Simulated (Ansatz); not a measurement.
Start from KCl in the rock salt structure (space group Fm-3m, No. 225; a = 6.243 Å).

Now apply this change: hydrostatic tension (pressure −2 GPa).

All numbers come from plane-wave PAW DFT at the PBEsol level (Ansatz, a first-principles code, 420 eV), spin-orbit coupling left out.

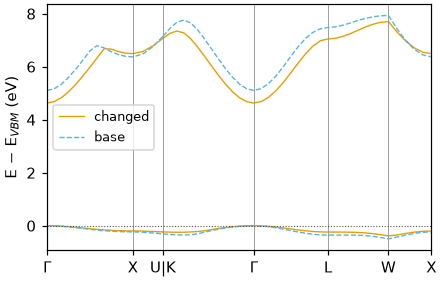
Figure: Highest valence and lowest conduction band along the path, each from its own valence-band maximum

Question: Read the changed gap and its character from the plot.

Answer: About 4.6 eV, direct at Γ.

Load acts through the strain it causes; cell and atoms are relaxed under it. Whether these cells are dynamically stable was not tested.
